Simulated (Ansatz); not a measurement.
**AlH2+ (triplet): PBE, BLYP, r2SCAN, B97M-V, PBE0, B3LYP over vertical spin and charge gaps, def2-QZVPP**

Aim: run AlH2+ (triplet) with these functionals over vertical spin and charge gaps, and hold them against the top wave-function level at the same points.

The runs use Ansatz 0.2.0, Gaussian basis; def2-QZVPP, all electrons in the functionals.

Plan: PBE, BLYP, r2SCAN, B97M-V, PBE0, B3LYP, at charge 1, triplet; charge 0, doublet; charge 0, quartet; charge 1, singlet; charge 1, quintet.

2 further runs of the same task are left out: 2 set aside as unsound or not needed.

## 1. The geometry

The geometry is a PBE0/def2-TZVP stationary point (not a proven minimum).

3 atoms, charge 1, spin multiplicity 3.

Atoms are counted from 1 here; the program's logs count them from 0.

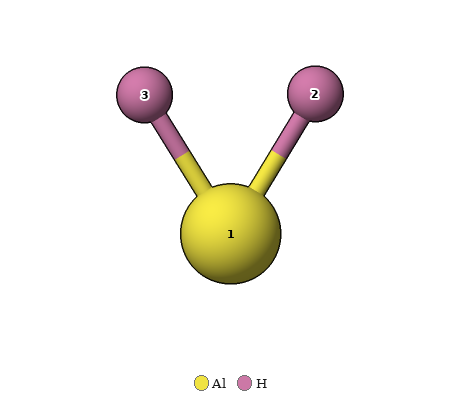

The structure; aluminium yellow, hydrogen pink; atoms are numbered from 1 in the order of the file.

No dispersion term is added; B97M-V holds VV10 nonlocal correlation. B3LYP takes the VWN-RPA correlation.

The geometry shown and the zero of energy belong to the point charge 1, triplet. The yardstick, UCCSD(T), and other wave-function levels (R restricted, U unrestricted, valence and pair active spaces) come from earlier runs.

## 2. PBE, charge 1, triplet

Contents of in.yaml:

```yaml
crystal:
  periodic: [false, false, false]
  atoms:
    - {symbol: Al, position_ang: [0.000000, 0.000000, -0.102095]}
    - {symbol: H, position_ang: [0.000000, 0.899579, 1.366496]}
    - {symbol: H, position_ang: [0.000000, -0.899579, 1.366496]}
basis:
  gaussian: {orbitals: "def2-QZVPP.json"}
total_charge: 1
magnetization: {spin_polarized: true, initial_magnetization: 2}
hamiltonian: {xc: {name: PBE}}
output: {orbitals: {seedname: orbitals}}
```

The run is started by

```sh
> ansatz run in.yaml --threads 1 --pin off --events-out ev --progress --plain --max-ram 2393MiB
```

Output:

```text
Functional definition: PBE
  name "PBE"
  cite "Perdew, Burke & Ernzerhof, Phys. Rev. Lett. 77, 3865 (1996) doi:10.1103/PhysRevLett.77.3865"
  parent pbe
  parameter kappa = 0.804
  parameter beta = 0.06672455060314922
  exchange = pbe_x(kappa = kappa, mu = beta*pi^2/3)
  correlation = pbe_c(beta = beta)
478 factors; their error is unknown
mean field evaluation 1: about -6612.9128 eV, gradient 1.1e1 eV
mean field evaluation 2: about -6612.7887 eV, gradient 1.2e1 eV
mean field evaluation 4: about -6614.1516 eV, gradient 5.4e-1 eV
mean field evaluation 8: about -6614.1484 eV, gradient 4.7e-3 eV
mean field -6614.14838462 eV, -243.0654699041 hartree, gradient 1.3e-5 eV, S^2 2.006249; 0 other end points of the search recorded, 0 dependent functions left out
reference -6614.14842745 eV, -243.0654714779 hartree; 8, 6 occupied and 122, 124 virtual orbitals, 478 factors
Total energy: -6614.14842745 eV, -243.0654714779 hartree
```

Wall time 2.4 s (1 thread of AMD EPYC 7R43, shared host).

From the report: ⟨S²⟩ of the determinant 2.006 (pure triplet: 2.00).

## 3. PBE, charge 0, doublet

in.yaml, as its differences from that of step 2:

```diff
@@ -8,4 +8,3 @@
   gaussian: {orbitals: "def2-QZVPP.json"}
-total_charge: 1
-magnetization: {spin_polarized: true, initial_magnetization: 2}
+magnetization: {spin_polarized: true, initial_magnetization: 1}
 hamiltonian: {xc: {name: PBE}}
```

Same command.

Output (excerpt; [...] marks lines left out):

```text
Functional definition: PBE
  name "PBE"
  cite "Perdew, Burke & Ernzerhof, Phys. Rev. Lett. 77, 3865 (1996) doi:10.1103/PhysRevLett.77.3865"
  parent pbe
[...]
478 factors; their error is unknown
[...]
mean field -6622.51488318 eV, -243.3729330550 hartree, gradient 2.9e-6 eV, S^2 0.753177; 7 other end points of the search recorded, 0 dependent functions left out
reference -6622.51492611 eV, -243.3729346329 hartree; 8, 7 occupied and 122, 123 virtual orbitals, 478 factors
Total energy: -6622.51492611 eV, -243.3729346329 hartree
```

Wall time 7.5 s (1 thread of AMD EPYC 7R43, shared host).

From the report: ⟨S²⟩ of the determinant 0.753 (pure doublet: 0.75).

From charge 1, triplet: -192.9 kcal/mol.

## 4. PBE, charge 0, quartet

in.yaml, as its differences from that of step 3:

```diff
@@ -8,3 +8,3 @@
   gaussian: {orbitals: "def2-QZVPP.json"}
-magnetization: {spin_polarized: true, initial_magnetization: 1}
+magnetization: {spin_polarized: true, initial_magnetization: 3}
 hamiltonian: {xc: {name: PBE}}
```

The command is unchanged.

Output (excerpt; [...] marks lines left out):

```text
Functional definition: PBE
  name "PBE"
  cite "Perdew, Burke & Ernzerhof, Phys. Rev. Lett. 77, 3865 (1996) doi:10.1103/PhysRevLett.77.3865"
  parent pbe
[...]
478 factors; their error is unknown
[...]
mean field -6620.68649241 eV, -243.3057409335 hartree, gradient 8.8e-6 eV, S^2 3.753008; 0 other end points of the search recorded, 0 dependent functions left out
reference -6620.68654101 eV, -243.3057427196 hartree; 9, 6 occupied and 121, 124 virtual orbitals, 478 factors
Total energy: -6620.68654101 eV, -243.3057427196 hartree
```

Wall time 2.3 s (1 thread of AMD EPYC 7R43, shared host).

From the report: ⟨S²⟩ of the determinant 3.753 (pure quartet: 3.75).

From charge 1, triplet: -150.8 kcal/mol.

## 5. PBE, charge 1, singlet

in.yaml, as its differences from that of step 4:

```diff
@@ -8,3 +8,4 @@
   gaussian: {orbitals: "def2-QZVPP.json"}
-magnetization: {spin_polarized: true, initial_magnetization: 3}
+total_charge: 1
+magnetization: {spin_polarized: true, initial_magnetization: 0}
 hamiltonian: {xc: {name: PBE}}
```

Launched as before.

Output (excerpt; [...] marks lines left out):

```text
Functional definition: PBE
  name "PBE"
  cite "Perdew, Burke & Ernzerhof, Phys. Rev. Lett. 77, 3865 (1996) doi:10.1103/PhysRevLett.77.3865"
  parent pbe
[...]
478 factors; their error is unknown
[...]
mean field -6613.84021243 eV, -243.0541447849 hartree, gradient 6.9e-6 eV, S^2 0.958108; 15 other end points of the search recorded, 0 dependent functions left out
reference -6613.84025225 eV, -243.0541462483 hartree; 7, 7 occupied and 123, 123 virtual orbitals, 478 factors
Total energy: -6613.84025225 eV, -243.0541462483 hartree
```

Wall time 22 s (1 thread of AMD EPYC 7R43, shared host).

From the report: ⟨S²⟩ of the determinant 0.958 (pure singlet: 0.00). The determinant is far from a pure spin state, so its energy mixes those of several spin states (harmless only where they are near-degenerate, as at dissociation).

From charge 1, triplet: +7.1 kcal/mol.

## 6. PBE, charge 1, quintet

in.yaml, as its differences from that of step 5:

```diff
@@ -9,3 +9,3 @@
 total_charge: 1
-magnetization: {spin_polarized: true, initial_magnetization: 0}
+magnetization: {spin_polarized: true, initial_magnetization: 4}
 hamiltonian: {xc: {name: PBE}}
```

Launched as before.

Output (excerpt; [...] marks lines left out):

```text
Functional definition: PBE
  name "PBE"
  cite "Perdew, Burke & Ernzerhof, Phys. Rev. Lett. 77, 3865 (1996) doi:10.1103/PhysRevLett.77.3865"
  parent pbe
[...]
478 factors; their error is unknown
[...]
mean field -6607.45603767 eV, -242.8195306898 hartree, gradient 3.6e-5 eV, S^2 6.000016; 0 other end points of the search recorded, 0 dependent functions left out
reference -6607.45608981 eV, -242.8195326058 hartree; 9, 5 occupied and 121, 125 virtual orbitals, 478 factors
Total energy: -6607.45608981 eV, -242.8195326058 hartree
```

It took 2.4 s on 1 thread of AMD EPYC 7R43, shared host.

From the report: ⟨S²⟩ of the determinant 6.000 (pure quintet: 6.00).

From charge 1, triplet: +154.3 kcal/mol.

## 7. BLYP, charge 1, triplet

in.yaml, as its differences from that of step 6:

```diff
@@ -9,4 +9,3 @@
 total_charge: 1
-magnetization: {spin_polarized: true, initial_magnetization: 4}
-hamiltonian: {xc: {name: PBE}}
-output: {orbitals: {seedname: orbitals}}
+magnetization: {spin_polarized: true, initial_magnetization: 2}
+hamiltonian: {xc: {name: BLYP}}
```

Launched as before.

Output (excerpt; [...] marks lines left out):

```text
Functional definition: BLYP
  name "BLYP"
  cite "Becke, Phys. Rev. A 38, 3098 (1988) doi:10.1103/PhysRevA.38.3098"
  cite "Lee, Yang & Parr, Phys. Rev. B 37, 785 (1988) doi:10.1103/PhysRevB.37.785"
[...]
478 factors; their error is unknown
[...]
mean field -6618.16323883 eV, -243.2130130750 hartree, gradient 1.8e-5 eV, S^2 2.006117; 0 other end points of the search recorded, 0 dependent functions left out
reference -6618.16350861 eV, -243.2130229891 hartree; 8, 6 occupied and 122, 124 virtual orbitals, 478 factors
Total energy: -6618.16350861 eV, -243.2130229891 hartree
```

Wall time 2.3 s (1 thread of AMD EPYC 7R43, shared host).

From the report: ⟨S²⟩ of the determinant 2.006 (pure triplet: 2.00).

## 8. BLYP, charge 0, doublet

in.yaml, as its differences from that of step 7:

```diff
@@ -8,4 +8,3 @@
   gaussian: {orbitals: "def2-QZVPP.json"}
-total_charge: 1
-magnetization: {spin_polarized: true, initial_magnetization: 2}
+magnetization: {spin_polarized: true, initial_magnetization: 1}
 hamiltonian: {xc: {name: BLYP}}
```

The command is unchanged.

Output (excerpt; [...] marks lines left out):

```text
Functional definition: BLYP
  name "BLYP"
  cite "Becke, Phys. Rev. A 38, 3098 (1988) doi:10.1103/PhysRevA.38.3098"
  cite "Lee, Yang & Parr, Phys. Rev. B 37, 785 (1988) doi:10.1103/PhysRevB.37.785"
[...]
478 factors; their error is unknown
[...]
mean field -6626.44731348 eV, -243.5174472031 hartree, gradient 2.2e-6 eV, S^2 0.752896; 7 other end points of the search recorded, 0 dependent functions left out
reference -6626.44758742 eV, -243.5174572701 hartree; 8, 7 occupied and 122, 123 virtual orbitals, 478 factors
Total energy: -6626.44758742 eV, -243.5174572701 hartree
```

Run time: 10 s. Hardware: 1 thread of AMD EPYC 7R43, shared host.

From the report: ⟨S²⟩ of the determinant 0.753 (pure doublet: 0.75).

From charge 1, triplet: -191.0 kcal/mol.

## 9. BLYP, charge 0, quartet

in.yaml, as its differences from that of step 8:

```diff
@@ -8,3 +8,3 @@
   gaussian: {orbitals: "def2-QZVPP.json"}
-magnetization: {spin_polarized: true, initial_magnetization: 1}
+magnetization: {spin_polarized: true, initial_magnetization: 3}
 hamiltonian: {xc: {name: BLYP}}
```

The command is unchanged.

Output (excerpt; [...] marks lines left out):

```text
Functional definition: BLYP
  name "BLYP"
  cite "Becke, Phys. Rev. A 38, 3098 (1988) doi:10.1103/PhysRevA.38.3098"
  cite "Lee, Yang & Parr, Phys. Rev. B 37, 785 (1988) doi:10.1103/PhysRevB.37.785"
[...]
478 factors; their error is unknown
[...]
mean field -6624.40639000 eV, -243.4424446487 hartree, gradient 5.0e-6 eV, S^2 3.753497; 0 other end points of the search recorded, 0 dependent functions left out
reference -6624.40666348 eV, -243.4424546986 hartree; 9, 6 occupied and 121, 124 virtual orbitals, 478 factors
Total energy: -6624.40666348 eV, -243.4424546986 hartree
```

It took 2.2 s on 1 thread of AMD EPYC 7R43, shared host.

From the report: ⟨S²⟩ of the determinant 3.753 (pure quartet: 3.75).

From charge 1, triplet: -144.0 kcal/mol.

## 10. BLYP, charge 1, singlet

in.yaml, as its differences from that of step 9:

```diff
@@ -8,3 +8,4 @@
   gaussian: {orbitals: "def2-QZVPP.json"}
-magnetization: {spin_polarized: true, initial_magnetization: 3}
+total_charge: 1
+magnetization: {spin_polarized: true, initial_magnetization: 0}
 hamiltonian: {xc: {name: BLYP}}
```

Same command.

Output (excerpt; [...] marks lines left out):

```text
Functional definition: BLYP
  name "BLYP"
  cite "Becke, Phys. Rev. A 38, 3098 (1988) doi:10.1103/PhysRevA.38.3098"
  cite "Lee, Yang & Parr, Phys. Rev. B 37, 785 (1988) doi:10.1103/PhysRevB.37.785"
[...]
478 factors; their error is unknown
[...]
mean field -6617.91379187 eV, -243.2038460683 hartree, gradient 6.4e-6 eV, S^2 0.956916; 15 other end points of the search recorded, 0 dependent functions left out
reference -6617.91406141 eV, -243.2038559737 hartree; 7, 7 occupied and 123, 123 virtual orbitals, 478 factors
Total energy: -6617.91406141 eV, -243.2038559737 hartree
```

Run time: 23 s. Hardware: 1 thread of AMD EPYC 7R43, shared host.

From the report: ⟨S²⟩ of the determinant 0.957 (pure singlet: 0.00). The determinant is far from a pure spin state, so its energy mixes those of several spin states (harmless only where they are near-degenerate, as at dissociation).

From charge 1, triplet: +5.8 kcal/mol.

## 11. BLYP, charge 1, quintet

in.yaml, as its differences from that of step 10:

```diff
@@ -9,3 +9,3 @@
 total_charge: 1
-magnetization: {spin_polarized: true, initial_magnetization: 0}
+magnetization: {spin_polarized: true, initial_magnetization: 4}
 hamiltonian: {xc: {name: BLYP}}
```

Launched as before.

Output (excerpt; [...] marks lines left out):

```text
Functional definition: BLYP
  name "BLYP"
  cite "Becke, Phys. Rev. A 38, 3098 (1988) doi:10.1103/PhysRevA.38.3098"
  cite "Lee, Yang & Parr, Phys. Rev. B 37, 785 (1988) doi:10.1103/PhysRevB.37.785"
[...]
478 factors; their error is unknown
[...]
mean field -6610.96691988 eV, -242.9485532313 hartree, gradient 3.8e-5 eV, S^2 6.000012; 0 other end points of the search recorded, 0 dependent functions left out
reference -6610.96725983 eV, -242.9485657244 hartree; 9, 5 occupied and 121, 125 virtual orbitals, 478 factors
Total energy: -6610.96725983 eV, -242.9485657244 hartree
```

Wall time 2.4 s (1 thread of AMD EPYC 7R43, shared host).

From the report: ⟨S²⟩ of the determinant 6.000 (pure quintet: 6.00).

From charge 1, triplet: +165.9 kcal/mol.

## 12. r2SCAN, charge 1, triplet

in.yaml, as its differences from that of step 11:

```diff
@@ -9,3 +9,3 @@
 total_charge: 1
-magnetization: {spin_polarized: true, initial_magnetization: 4}
-hamiltonian: {xc: {name: BLYP}}
+magnetization: {spin_polarized: true, initial_magnetization: 2}
+hamiltonian: {xc: {name: r2SCAN}}
```

The command is unchanged.

Output (excerpt; [...] marks lines left out):

```text
Functional definition: r2SCAN
  name "r2SCAN"
  cite "Furness, Kaplan, Ning, Perdew & Sun, J. Phys. Chem. Lett. 11, 8208 (2020) doi:10.1021/acs.jpclett.0c02405"
  cite "Furness, Kaplan, Ning, Perdew & Sun, J. Phys. Chem. Lett. 11, 9248 (2020) doi:10.1021/acs.jpclett.0c03077"
  parent r2scan
[...]
478 factors; their error is unknown
[...]
mean field -6617.25113475 eV, -243.1794938682 hartree, gradient 2.9e-5 eV, S^2 2.014066; 0 other end points of the search recorded, 0 dependent functions left out
reference -6617.25114912 eV, -243.1794943963 hartree; 8, 6 occupied and 122, 124 virtual orbitals, 478 factors
Total energy: -6617.25114912 eV, -243.1794943963 hartree
```

Run time: 3.5 s. Hardware: 1 thread of AMD EPYC 7R43, shared host.

From the report: ⟨S²⟩ of the determinant 2.014 (pure triplet: 2.00).

## 13. r2SCAN, charge 0, doublet

in.yaml, as its differences from that of step 12:

```diff
@@ -8,4 +8,3 @@
   gaussian: {orbitals: "def2-QZVPP.json"}
-total_charge: 1
-magnetization: {spin_polarized: true, initial_magnetization: 2}
+magnetization: {spin_polarized: true, initial_magnetization: 1}
 hamiltonian: {xc: {name: r2SCAN}}
```

Launched as before.

Output (excerpt; [...] marks lines left out):

```text
Functional definition: r2SCAN
  name "r2SCAN"
  cite "Furness, Kaplan, Ning, Perdew & Sun, J. Phys. Chem. Lett. 11, 8208 (2020) doi:10.1021/acs.jpclett.0c02405"
  cite "Furness, Kaplan, Ning, Perdew & Sun, J. Phys. Chem. Lett. 11, 9248 (2020) doi:10.1021/acs.jpclett.0c03077"
  parent r2scan
[...]
478 factors; their error is unknown
[...]
mean field -6625.51438123 eV, -243.4831625751 hartree, gradient 1.4e-5 eV, S^2 0.755679; 5 other end points of the search recorded, 0 dependent functions left out
reference -6625.51440183 eV, -243.4831633324 hartree; 8, 7 occupied and 122, 123 virtual orbitals, 478 factors
Total energy: -6625.51440183 eV, -243.4831633324 hartree
```

It took 17 s on 1 thread of AMD EPYC 7R43, shared host.

From the report: ⟨S²⟩ of the determinant 0.756 (pure doublet: 0.75).

From charge 1, triplet: -190.6 kcal/mol.

## 14. r2SCAN, charge 0, quartet

in.yaml, as its differences from that of step 13:

```diff
@@ -8,3 +8,3 @@
   gaussian: {orbitals: "def2-QZVPP.json"}
-magnetization: {spin_polarized: true, initial_magnetization: 1}
+magnetization: {spin_polarized: true, initial_magnetization: 3}
 hamiltonian: {xc: {name: r2SCAN}}
```

Same command.

Output (excerpt; [...] marks lines left out):

```text
Functional definition: r2SCAN
  name "r2SCAN"
  cite "Furness, Kaplan, Ning, Perdew & Sun, J. Phys. Chem. Lett. 11, 8208 (2020) doi:10.1021/acs.jpclett.0c02405"
  cite "Furness, Kaplan, Ning, Perdew & Sun, J. Phys. Chem. Lett. 11, 9248 (2020) doi:10.1021/acs.jpclett.0c03077"
  parent r2scan
[...]
478 factors; their error is unknown
[...]
mean field -6623.84730497 eV, -243.4218986527 hartree, gradient 4.0e-5 eV, S^2 3.756912; 0 other end points of the search recorded, 0 dependent functions left out
reference -6623.84732829 eV, -243.4218995098 hartree; 9, 6 occupied and 121, 124 virtual orbitals, 478 factors
Total energy: -6623.84732829 eV, -243.4218995098 hartree
```

Run time: 4.2 s. Hardware: 1 thread of AMD EPYC 7R43, shared host.

From the report: ⟨S²⟩ of the determinant 3.757 (pure quartet: 3.75).

From charge 1, triplet: -152.1 kcal/mol.

## 15. r2SCAN, charge 1, singlet

in.yaml, as its differences from that of step 14:

```diff
@@ -8,3 +8,4 @@
   gaussian: {orbitals: "def2-QZVPP.json"}
-magnetization: {spin_polarized: true, initial_magnetization: 3}
+total_charge: 1
+magnetization: {spin_polarized: true, initial_magnetization: 0}
 hamiltonian: {xc: {name: r2SCAN}}
```

Launched as before.

Output (excerpt; [...] marks lines left out):

```text
Functional definition: r2SCAN
  name "r2SCAN"
  cite "Furness, Kaplan, Ning, Perdew & Sun, J. Phys. Chem. Lett. 11, 8208 (2020) doi:10.1021/acs.jpclett.0c02405"
  cite "Furness, Kaplan, Ning, Perdew & Sun, J. Phys. Chem. Lett. 11, 9248 (2020) doi:10.1021/acs.jpclett.0c03077"
  parent r2scan
[...]
478 factors; their error is unknown
[...]
mean field -6616.86723475 eV, -243.1653858034 hartree, gradient 1.9e-6 eV, S^2 0.987672; 11 other end points of the search recorded, 0 dependent functions left out
reference -6616.86724970 eV, -243.1653863529 hartree; 7, 7 occupied and 123, 123 virtual orbitals, 478 factors
Total energy: -6616.86724970 eV, -243.1653863529 hartree
```

Wall time 45 s (1 thread of AMD EPYC 7R43, shared host).

From the report: ⟨S²⟩ of the determinant 0.988 (pure singlet: 0.00). The determinant is far from a pure spin state, so its energy mixes those of several spin states (harmless only where they are near-degenerate, as at dissociation).

From charge 1, triplet: +8.9 kcal/mol.

## 16. r2SCAN, charge 1, quintet

in.yaml, as its differences from that of step 15:

```diff
@@ -9,3 +9,3 @@
 total_charge: 1
-magnetization: {spin_polarized: true, initial_magnetization: 0}
+magnetization: {spin_polarized: true, initial_magnetization: 4}
 hamiltonian: {xc: {name: r2SCAN}}
```

Launched as before.

Output (excerpt; [...] marks lines left out):

```text
Functional definition: r2SCAN
  name "r2SCAN"
  cite "Furness, Kaplan, Ning, Perdew & Sun, J. Phys. Chem. Lett. 11, 8208 (2020) doi:10.1021/acs.jpclett.0c02405"
  cite "Furness, Kaplan, Ning, Perdew & Sun, J. Phys. Chem. Lett. 11, 9248 (2020) doi:10.1021/acs.jpclett.0c03077"
  parent r2scan
[...]
478 factors; their error is unknown
[...]
mean field -6610.74369040 eV, -242.9403496990 hartree, gradient 1.1e-5 eV, S^2 6.000080; 0 other end points of the search recorded, 0 dependent functions left out
reference -6610.74370795 eV, -242.9403503440 hartree; 9, 5 occupied and 121, 125 virtual orbitals, 478 factors
Total energy: -6610.74370795 eV, -242.9403503440 hartree
```

It took 3.7 s on 1 thread of AMD EPYC 7R43, shared host.

From the report: ⟨S²⟩ of the determinant 6.000 (pure quintet: 6.00).

From charge 1, triplet: +150.1 kcal/mol.

## 17. B97M-V, charge 1, triplet

in.yaml, as its differences from that of step 16:

```diff
@@ -9,3 +9,3 @@
 total_charge: 1
-magnetization: {spin_polarized: true, initial_magnetization: 4}
-hamiltonian: {xc: {name: r2SCAN}}
+magnetization: {spin_polarized: true, initial_magnetization: 2}
+hamiltonian: {xc: {name: B97M-V}}
```

Same command.

Output (excerpt; [...] marks lines left out):

```text
Functional definition: B97M-V
  name "B97M-V"
  cite "Mardirossian & Head-Gordon, J. Chem. Phys. 142, 074111 (2015) doi:10.1063/1.4907719"
  cite "Becke, J. Chem. Phys. 107, 8554 (1997) doi:10.1063/1.475007"
  cite "Vydrov & Van Voorhis, J. Chem. Phys. 133, 244103 (2010) doi:10.1063/1.3521275"
  # Of w^i u^j: cxij and so on, Table III.
[...]
  gx(w, u) = cx00 + cx01*u + cx02*u^2 + (cx10 + cx11*u)*w
[...]
  gos(w, u) = cos00 + cos01*u + cos03*u^3 + cos10*w + cos32*w^3*u^2
[...]
      + integral(e_c_pw_mod_opposite_spin*gos(b97_w_opposite, b97_u_opposite)) + vv10(b, c)
478 factors; their error is unknown
[...]
mean field -6616.28127408 eV, -243.1438521458 hartree, gradient 5.6e-5 eV, S^2 2.005515; 0 other end points of the search recorded, 0 dependent functions left out
reference -6616.28133406 eV, -243.1438543501 hartree; 8, 6 occupied and 122, 124 virtual orbitals, 478 factors
Total energy: -6616.28133406 eV, -243.1438543501 hartree
```

It took 7.5 s on 1 thread of AMD EPYC 7R43, shared host.

From the report: ⟨S²⟩ of the determinant 2.006 (pure triplet: 2.00).

## 18. B97M-V, charge 0, doublet

in.yaml, as its differences from that of step 17:

```diff
@@ -8,4 +8,3 @@
   gaussian: {orbitals: "def2-QZVPP.json"}
-total_charge: 1
-magnetization: {spin_polarized: true, initial_magnetization: 2}
+magnetization: {spin_polarized: true, initial_magnetization: 1}
 hamiltonian: {xc: {name: B97M-V}}
```

Same command.

Output (excerpt; [...] marks lines left out):

```text
Functional definition: B97M-V
  name "B97M-V"
  cite "Mardirossian & Head-Gordon, J. Chem. Phys. 142, 074111 (2015) doi:10.1063/1.4907719"
  cite "Becke, J. Chem. Phys. 107, 8554 (1997) doi:10.1063/1.475007"
  cite "Vydrov & Van Voorhis, J. Chem. Phys. 133, 244103 (2010) doi:10.1063/1.3521275"
  # Of w^i u^j: cxij and so on, Table III.
[...]
  gx(w, u) = cx00 + cx01*u + cx02*u^2 + (cx10 + cx11*u)*w
[...]
  gos(w, u) = cos00 + cos01*u + cos03*u^3 + cos10*w + cos32*w^3*u^2
[...]
      + integral(e_c_pw_mod_opposite_spin*gos(b97_w_opposite, b97_u_opposite)) + vv10(b, c)
478 factors; their error is unknown
[...]
mean field -6624.82307464 eV, -243.4577575266 hartree, gradient 2.5e-6 eV, S^2 0.753321; 4 other end points of the search recorded, 0 dependent functions left out
reference -6624.82313731 eV, -243.4577598296 hartree; 8, 7 occupied and 122, 123 virtual orbitals, 478 factors
Total energy: -6624.82313731 eV, -243.4577598296 hartree
```

Wall time 24 s (1 thread of AMD EPYC 7R43, shared host); peak memory 0.28 GiB.

From the report: ⟨S²⟩ of the determinant 0.753 (pure doublet: 0.75).

From charge 1, triplet: -197.0 kcal/mol.

(Part 1 of 2 ends here.)
